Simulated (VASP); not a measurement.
Band structure of TlCl (CsCl type). Level of theory: optB86b-vdW, VASP's PBE PAW potentials (set 64) (plane waves; VASP).

Unless said otherwise, spin-orbit coupling is left out, though it shifts the bands of the heavy elements here.

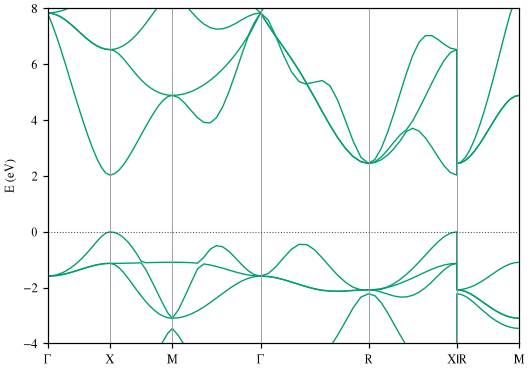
*Bands along high-symmetry lines, zero at the valence-band maximum or, without a gap, the Fermi level*

Task: Read the plot: is there a gap, and where are the band edges?

Result: The gap is direct, 2.03 eV, from the valence maximum at X to the conduction minimum at X. (Edges off the drawn lines would not show.)

The compound is TlCl in the CsCl type structure. It was relaxed first.
